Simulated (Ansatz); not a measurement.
# U-r2SCAN0/STO-3G run of N2H3 (SMILES [NH]N)

Aim: the energy change on altering one bond length of N2H3 at U-r2SCAN0/STO-3G, from 2 runs. 

Program for the calculation: Ansatz 0.2.0.

34 further runs of the same task are left out: 34 set aside as unsound or not needed.

### Step 1. The system as given

The species is N2H3 (5 atoms), meant as a doublet with charge 0. SMILES: `[NH]N`. Geometry: relaxed at GFN2-xTB. This is one conformer, not always the lowest.

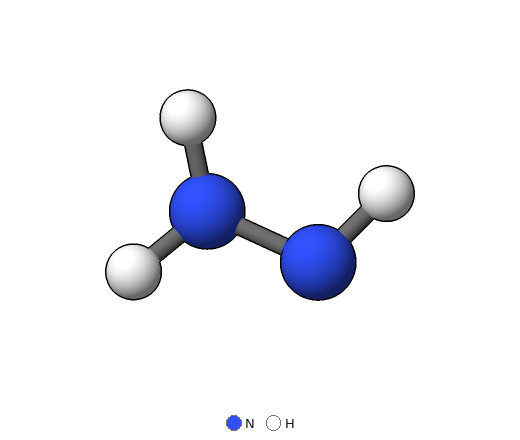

Viewed from a chosen angle; nitrogen blue, hydrogen white.

### Step 2. The energy at U-r2SCAN0/STO-3G

run.yaml

```yaml
crystal:
  periodic: [false, false, false]
  atoms:
    - symbol: "N"
      position_ang: [-0.174970, -0.805480, 0.447260]
    - symbol: "N"
      position_ang: [-0.126270, 0.251970, -0.365880]
    - symbol: H
      position_ang: [0.751750, -0.989150, 0.831090]
    - symbol: H
      position_ang: [-1.043070, 0.577800, -0.638700]
    - symbol: H
      position_ang: [0.592550, 0.964850, -0.273770]
basis:
  gaussian: {orbitals: STO-3G}
hamiltonian: {xc: {name: r2SCAN0}}
accuracy: high
magnetization: {spin_polarized: true, initial_magnetization: 1}
```

Started as:

```sh
$ ansatz run run.yaml --threads 1 --pin off --max-ram 2610MiB --events-out events.jsonl --progress --plain --runs-dir runs
```

What it wrote:

```text
Warning: RAYON_NUM_THREADS=1 ignored (pool sized by the plan → 1); use --threads N
Functional definition: r2SCAN0
  name "r2SCAN0"
  parameter a = 0.25
  parameter k0 = 0.174
  parameter k1 = 0.065
  parameter a1 = 4.9479
  exchange = (1 - a)*r2scan_x(k0 = k0, k1 = k1, a1 = a1) + a*exact_x
  correlation = r2scan_c
209 factors; integrals over basis functions are off by at most 1.2e-8 eV
mean field evaluation 1: about -2983.8494 eV, gradient 1.1e1 eV
mean field evaluation 2: about -2984.1921 eV, gradient 1.1e1 eV
mean field evaluation 4: about -2984.8365 eV, gradient 6.3e-1 eV
mean field evaluation 8: about -2984.8396 eV, gradient 6.9e-3 eV
mean field evaluation 16: about -2984.8396 eV, gradient 1.7e-6 eV
mean field -2984.83959105 eV, -109.6908317741 hartree, gradient 1.1e-8 eV, S^2 0.752056; 0 other end points of the search recorded, 0 dependent functions left out
reference -2984.83959160 eV, -109.6908317944 hartree; 9, 8 occupied and 4, 5 virtual orbitals, 209 factors
Total energy: -2984.83959160 eV, -109.6908317944 hartree
```

It took 2.9 s on 1 thread of Arm Neoverse V1, shared host; peak memory 0.18 GiB.

### Step 3. The distorted shape

input.yaml

```yaml
crystal:
  periodic: [false, false, false]
  atoms:
    - {symbol: "N", position_ang: [-0.406672, -0.759558, 0.351293]}
    - {symbol: N, position_ang: [-0.357972, 0.297892, -0.461847]}
    - {symbol: H, position_ang: [0.751750, -0.989150, 0.831090]}
    - {symbol: H, position_ang: [-1.274772, 0.623722, -0.734667]}
    - {symbol: H, position_ang: [0.360848, 1.010772, -0.369737]}
basis:
  gaussian: {orbitals: STO-3G}
total_charge: 0
magnetization: {spin_polarized: true, initial_magnetization: 1}
hamiltonian: {xc: {name: r2SCAN0}}
accuracy: high
```

Started as:

```sh
$ ansatz run input.yaml --threads 1 --pin off --max-ram 2610MiB --events-out events.jsonl --progress --plain --runs-dir runs
```

What it wrote:

```text
Warning: RAYON_NUM_THREADS=1 ignored (pool sized by the plan → 1); use --threads N
Functional definition: r2SCAN0
  name "r2SCAN0"
  parameter a = 0.25
  parameter k0 = 0.174
  parameter k1 = 0.065
  parameter a1 = 4.9479
  exchange = (1 - a)*r2scan_x(k0 = k0, k1 = k1, a1 = a1) + a*exact_x
  correlation = r2scan_c
209 factors; integrals over basis functions are off by at most 1.3e-8 eV
mean field evaluation 1: about -2983.3960 eV, gradient 1.0e1 eV
mean field evaluation 2: about -2983.5667 eV, gradient 1.1e1 eV
mean field evaluation 4: about -2984.2721 eV, gradient 5.2e-1 eV
mean field evaluation 8: about -2984.2633 eV, gradient 3.0e-2 eV
mean field evaluation 16: about -2984.2633 eV, gradient 8.0e-6 eV
mean field -2984.26333360 eV, -109.6696547036 hartree, gradient 4.1e-8 eV, S^2 0.754127; 0 other end points of the search recorded, 0 dependent functions left out
reference -2984.26333417 eV, -109.6696547244 hartree; 9, 8 occupied and 4, 5 virtual orbitals, 209 factors
Total energy: -2984.26333417 eV, -109.6696547244 hartree
```

It took 2.9 s on 1 thread of Arm Neoverse V1, shared host; peak memory 0.18 GiB.

### Step 4. Results

At U-r2SCAN0/STO-3G:

```
                                                         quantity          value
                                        first shape: total energy  -109.69083 Eh
                                                first shape: ⟨S²⟩          0.752
                                    distorted shape: total energy  -109.66965 Eh
                                            distorted shape: ⟨S²⟩          0.754
energy change with the N1–H3 bond stretched from 1.020 to 1.275 Å       0.576 eV
```

**Reading.** With the N1–H3 bond stretched from 1.020 to 1.275 Å the energy rises by 0.58 eV (13.3 kcal/mol). The first shape isn't relaxed at this level, so the change isn't measured from a minimum. The minimal basis adds a large error of its own.
